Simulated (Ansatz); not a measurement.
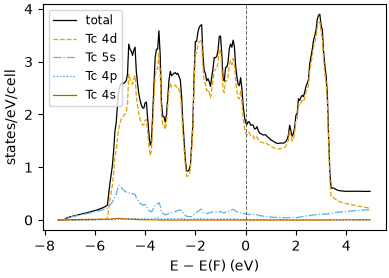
Figure. Total and projected density of states of Tc (hcp (Mg type), P6_3/mmc), the program Ansatz at the PBE level (PAW)

### Question
Which orbitals carry the states next to the Fermi level?

### Answer
Within 0.5 eV of the Fermi level: Tc 4d 90 %, Tc 5s 6 %. Projections are on Löwdin-orthogonalised atomic valence shells; empty p or d shells of many metals are not among them.

### Question
Where is the tallest occupied peak in this window, and what makes it?

### Answer
Near -1.8 eV, about 3.7 states/eV per cell; the largest projected share is Tc 4d.

Symmetry was held in the PBE relaxation. The run is not spin-polarised. Scalar-relativistic: spin–orbit coupling is off unless named, which matters more the heavier the elements.

Potentials: the earlier of the program's two PAW sets.
